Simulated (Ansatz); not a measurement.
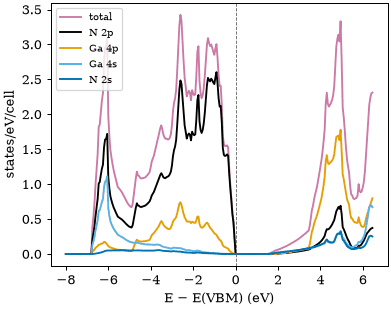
Total and projected density of states of GaN in space group P6_3/mmc (No. 194; Ga on 2d, N on 2b), the program Ansatz at the r²SCAN+D4 level (PAW)

Q: Which orbitals carry the states next to the gap?

A: Top 1 eV of the valence band: N 2p 89 %, Ga 4p 7 %. Bottom 1 eV of the conduction band: Ga 4s 37 %, N 2s 29 %, Ga 4p 15 %, N 2p 12 %, outside the projected shells 7 %. Projections are on Löwdin-orthogonalised atomic valence shells; empty p or d shells of many metals are not among them.

Q: Where is the tallest occupied peak in this window, and what makes it?

A: Near -2.6 eV, about 3.4 states/eV per cell; the largest projected share is N 2p.

The workflow started from a Materials Project entry (that database holds measured and hypothetical structures alike); the Crystallography Open Database copy checked does not list it. It is not the phase usual at ambient conditions (space group No. 186, 216). The cell was relaxed with r²SCAN+D4 under the symmetry of its start; of distortions, only those at the zone centre were tested, and some modes there are weakly imaginary. Spin–orbit coupling is left out wherever it is not named.

Potentials: the later of the program's two PAW sets.
